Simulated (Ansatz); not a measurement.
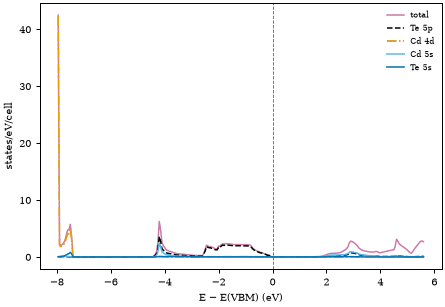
*Total and projected density of states of CdTe (zinc blende, F-43m), PBEsol (plane waves, PAW; program Ansatz)*

Problem. Which orbitals carry the states next to the gap?

Solution. Top 1 eV of the valence band: Te 5p 91 %. Bottom 1 eV of the conduction band: Cd 5s 53 %, Te 5p 26 %, Te 5s 18 %. Projections are on Löwdin-orthogonalised atomic valence shells; empty p or d shells of many metals are not among them.

The cell was relaxed with PBEsol under the symmetry of its start. Spin–orbit coupling is left out wherever it is not named.

Potentials: the later of the program's two PAW sets.
